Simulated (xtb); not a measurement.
## CH₃F₃OSi (charge −1): single-point calculation

- system: CH₃F₃OSi, charge −1, multiplicity 2
- method: GFN2-xTB (xtb 6.7.1)

The geometry was optimised with GFN2-xTB.

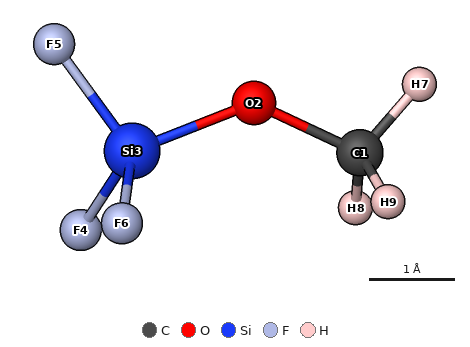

*The structure as given in the input (ball-and-stick view, seen at a tilt; atoms are numbered from 1 in the order of the input).*

Bond lengths as drawn: C–H 1.09 Å, C–O 1.41 Å, F–Si 1.57 to 1.58 Å and O–Si 1.58 Å.

### Input (start.xyz)
```
9

C      0.23257500    -1.16814200     0.82410400
O      0.63721800    -0.13141400    -0.04049500
Si    -0.11453600     1.05321100    -0.76990000
F     -1.27018000     0.60870900    -1.75658100
F      0.99111800     1.80048200    -1.60141300
F     -0.80825500     2.10622800     0.18687500
H      1.11629400    -1.76609100     1.04592100
H     -0.52248000    -1.79281800     0.34560600
H     -0.17325400    -0.75646500     1.74888300
```

Launch command:
```bash
xtb start.xyz --chrg -1 --uhf 1 --molden --gfn 2 --scc > start.out
```

### Output
```
* xtb version 6.7.1
   ID    Z sym.   atoms
    1    6 C      1
    2    8 O      2
    3   14 Si     3
    4    9 F      4-6
    5    1 H      7-9

           -------------------------------------------------
          |                Calculation Setup                |
           -------------------------------------------------

          program call               : xtb start.xyz --chrg -1 --uhf 1 --molden --gfn 2 --scc
          coordinate file            : start.xyz
          omp threads                :                     1

           -------------------------------------------------
          |                 G F N 2 - x T B                 |
           -------------------------------------------------

      * Hamiltonian:
        H0-scaling (s, p, d)           1.850000    2.230000    2.230000
        zeta-weighting                 0.500000
      * Dispersion:
        s8                             2.700000
        a1                             0.520000
        a2                             5.000000
        s9                             5.000000
      * Repulsion:
        kExp                           1.500000    1.000000
        rExp                           1.000000
      * Coulomb:
        alpha                          2.000000
        third order                    shell-resolved
        anisotropic                    true
        a3                             3.000000
        a5                             4.000000
        cn-shift                       1.200000
        cn-exp                         4.000000
        max-rad                        5.000000

          ...................................................
          :                      SETUP                      :
          :.................................................:
          :  # basis functions                  33          :
          :  # atomic orbitals                  32          :
          :  # shells                           16          :
          :  # electrons                        39          :
          :  max. iterations                   250          :
          :  Hamiltonian                  GFN2-xTB          :
          :  restarted?                      false          :
          :  GBSA solvation                  false          :
          :  PC potential                    false          :
          :  electronic temp.          300.0000000     K    :
          :  accuracy                    1.0000000          :
          :  -> integral cutoff          0.2500000E+02      :
          :  -> integral neglect         0.1000000E-07      :
          :  -> SCF convergence          0.1000000E-05 Eh   :
          :  -> wf. convergence          0.1000000E-03 e    :
          :  Broyden damping             0.4000000          :
          :  net charge                         -1          :
          :  unpaired electrons                  1          :
          ...................................................

 iter      E             dE          RMSdq      gap      omega  full diag
   1    -23.9891644 -0.239892E+02  0.742E+00    0.75       0.0  T
   2    -24.0125372 -0.233727E-01  0.434E+00    0.87       1.0  T
   3    -24.0123070  0.230134E-03  0.953E-01    0.78       1.0  T
   4    -24.0143014 -0.199442E-02  0.475E-01    0.88       1.0  T
   5    -24.0148930 -0.591541E-03  0.230E-01    0.85       1.0  T
   6    -24.0148802  0.127402E-04  0.161E-01    0.87       1.0  T
   7    -24.0149225 -0.422581E-04  0.712E-02    0.86       1.0  T
   8    -24.0149225 -0.505278E-08  0.295E-02    0.87       1.1  T
   9    -24.0149229 -0.410253E-06  0.175E-02    0.86       1.9  T
  10    -24.0149239 -0.102606E-05  0.656E-03    0.87       5.1  T
  11    -24.0149242 -0.285141E-06  0.315E-03    0.87      10.6  T
  12    -24.0149242  0.468081E-08  0.197E-03    0.87      16.9  T
  13    -24.0149242 -0.198903E-08  0.154E-03    0.87      21.6  T
  14    -24.0149242 -0.102602E-07  0.284E-04    0.87     117.4  T
  15    -24.0149242 -0.512280E-09  0.141E-04    0.87     236.8  T

   *** convergence criteria satisfied after 15 iterations ***

         #    Occupation            Energy/Eh            Energy/eV
      -------------------------------------------------------------
         1        2.0000           -0.6774800             -18.4352
       ...           ...                  ...                  ...
        14        2.0000           -0.2930963              -7.9756
        15        2.0000           -0.2918769              -7.9424
        16        2.0000           -0.2882794              -7.8445
        17        2.0000           -0.2879057              -7.8343
        18        2.0000           -0.2471300              -6.7247
        19        2.0000           -0.2371963              -6.4544
        20        1.0000            0.1273807               3.4662 (HOMO)
        21                          0.1592182               4.3325 (LUMO)
        22                          0.1612269               4.3872
        23                          0.2738412               7.4516
        24                          0.3053801               8.3098
        25                          0.3063535               8.3363
       ...                                ...                  ...
        32                          1.2639939              34.3950
      -------------------------------------------------------------
                  HL-Gap            0.0318375 Eh            0.8663 eV
             Fermi-level            0.0441687 Eh            1.2019 eV

 SCC (total)                   0 d,  0 h,  0 min,  0.004 sec
 SCC setup                      ...        0 min,  0.000 sec (  1.394%)
 Dispersion                     ...        0 min,  0.000 sec (  0.516%)
 classical contributions        ...        0 min,  0.000 sec (  0.327%)
 integral evaluation            ...        0 min,  0.001 sec ( 13.835%)
 iterations                     ...        0 min,  0.002 sec ( 57.105%)
 molecular gradient             ...        0 min,  0.001 sec ( 25.256%)
 printout                       ...        0 min,  0.000 sec (  1.394%)

         :::::::::::::::::::::::::::::::::::::::::::::::::::::
         ::                     SUMMARY                     ::
         :::::::::::::::::::::::::::::::::::::::::::::::::::::
         :: total energy             -23.892435977225 Eh    ::
         :: gradient norm              0.204131700336 Eh/a0 ::
         :: HOMO-LUMO gap              0.866342403182 eV    ::
         ::.................................................::
         :: SCC energy               -24.014921229191 Eh    ::
         :: -> isotropic ES            0.184263977605 Eh    ::
         :: -> anisotropic ES         -0.006046288853 Eh    ::
         :: -> anisotropic XC         -0.006979419694 Eh    ::
         :: -> dispersion             -0.005455195802 Eh    ::
         :: repulsion energy           0.122485251966 Eh    ::
         :: add. restraining           0.000000000000 Eh    ::
         :: total charge              -1.000000000007 e     ::
         :::::::::::::::::::::::::::::::::::::::::::::::::::::

           -------------------------------------------------
          |                Property Printout                |
           -------------------------------------------------

    * Orbital Energies and Occupations

         #    Occupation            Energy/Eh            Energy/eV
      -------------------------------------------------------------
         1        2.0000           -0.6774800             -18.4352
       ...           ...                  ...                  ...
         8        2.0000           -0.3448955              -9.3851
         9        2.0000           -0.3387242              -9.2172
        10        2.0000           -0.3164707              -8.6116
        11        2.0000           -0.3143154              -8.5530
        12        2.0000           -0.3039188              -8.2701
        13        2.0000           -0.2983911              -8.1196
        14        2.0000           -0.2930963              -7.9756
        15        2.0000           -0.2918769              -7.9424
        16        2.0000           -0.2882794              -7.8445
        17        2.0000           -0.2879057              -7.8343
        18        2.0000           -0.2471300              -6.7247
        19        2.0000           -0.2371963              -6.4544
        20        1.0000            0.1273807               3.4662 (HOMO)
        21                          0.1592182               4.3325 (LUMO)
        22                          0.1612269               4.3872
        23                          0.2738412               7.4516
        24                          0.3053801               8.3098
        25                          0.3063535               8.3363
        26                          0.3601620               9.8005
        27                          0.3965624              10.7910
        28                          0.4169114              11.3447
        29                          0.6547215              17.8159
        30                          1.1499309              31.2912
        31                          1.2510015              34.0415
        32                          1.2639939              34.3950
      -------------------------------------------------------------
                  HL-Gap            0.0318375 Eh            0.8663 eV
             Fermi-level            0.0441687 Eh            1.2019 eV

     #   Z          covCN         q      C6AA      α(0)
     1   6 C        3.668     0.026    20.388     6.474
     2   8 O        1.621    -0.429    21.431     6.248
     3  14 Si       2.931     0.503   171.371    28.659
     4   9 F        0.705    -0.339    12.781     4.221
     5   9 F        0.705    -0.351    12.930     4.246
     6   9 F        0.705    -0.341    12.815     4.227
     7   1 H        0.925    -0.020     3.426     2.895
     8   1 H        0.924    -0.025     3.535     2.940
     9   1 H        0.924    -0.024     3.507     2.929

 Mol. C6AA /au·bohr⁶  :       1413.063994
 Mol. C8AA /au·bohr⁸  :      45699.932539
 Mol. α(0) /au        :         62.838493

Wiberg/Mayer (AO) data.
largest (>0.10) Wiberg bond orders for each atom

 ---------------------------------------------------------------------------
     #   Z sym  total        # sym  WBO       # sym  WBO       # sym  WBO
 ---------------------------------------------------------------------------
     1   6 C    3.964 --     8 H    0.986     9 H    0.986     7 H    0.985
                             2 O    0.822     3 Si   0.167
     2   8 O    2.198 --     3 Si   1.230     1 C    0.822
     3  14 Si   4.237 --     2 O    1.230     4 F    0.947     6 F    0.942
                             5 F    0.936     1 C    0.167
     4   9 F    1.072 --     3 Si   0.947
     5   9 F    1.051 --     3 Si   0.936
     6   9 F    1.066 --     3 Si   0.942
     7   1 H    1.000 --     1 C    0.985
     8   1 H    0.999 --     1 C    0.986
     9   1 H    0.999 --     1 C    0.986
 ---------------------------------------------------------------------------

Topologies differ in total number of bonds
Writing topology from bond orders to xtbtopo.mol

MOs/occ written to file <molden.input>

molecular dipole:
                 x           y           z       tot (Debye)
 q only:        0.054      -1.707       1.272
   full:       -0.240      -2.001       1.470       6.340
molecular quadrupole (traceless):
                xx          xy          yy          xz          yz          zz
 q only:        2.613       1.056      -2.938      -0.524       4.761       0.325
  q+dip:        3.569      -0.051      -3.872       0.399       6.267       0.303
   full:        2.339       0.375      -2.960      -0.030       4.945       0.621

           -------------------------------------------------
          | TOTAL ENERGY              -23.892435977225 Eh   |
          | GRADIENT NORM               0.204131700336 Eh/α |
          | HOMO-LUMO GAP               0.866342403182 eV   |
           -------------------------------------------------

------------------------------------------------------------------------
------------------------------------------------------------------------
 total:
 *  cpu-time:     0 d,  0 h,  0 min,  0.010 sec
 * ratio c/w:     1.000 speedup
 SCF:
 *  cpu-time:     0 d,  0 h,  0 min,  0.004 sec
 * ratio c/w:     1.000 speedup
```

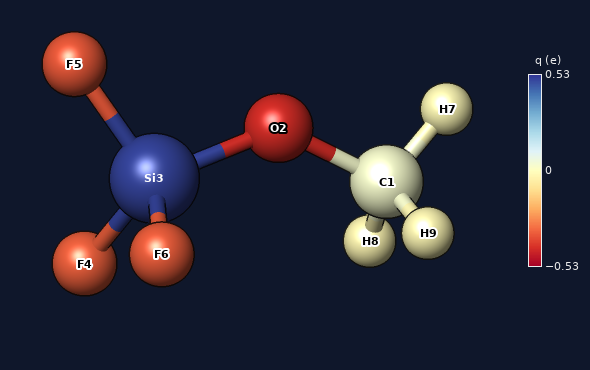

*Mulliken charges, as the colour of each atom (ball-and-stick view, seen at a tilt; atoms are numbered from 1 in the order of the input).*

By element: C +0.03, O −0.43, Si +0.50, F −0.35 to −0.34 and H −0.03 to −0.02 e.

### Key numbers

```tsv
quantity	value
outcome	converged
electrons treated	39
total energy	−23.892436 hartree
dispersion energy	−0.005455 hartree
basis functions	33
hardware	1 thread of AMD EPYC (Zen 5), 176 GiB of memory available, shared host
peak memory	0.078 GiB
```
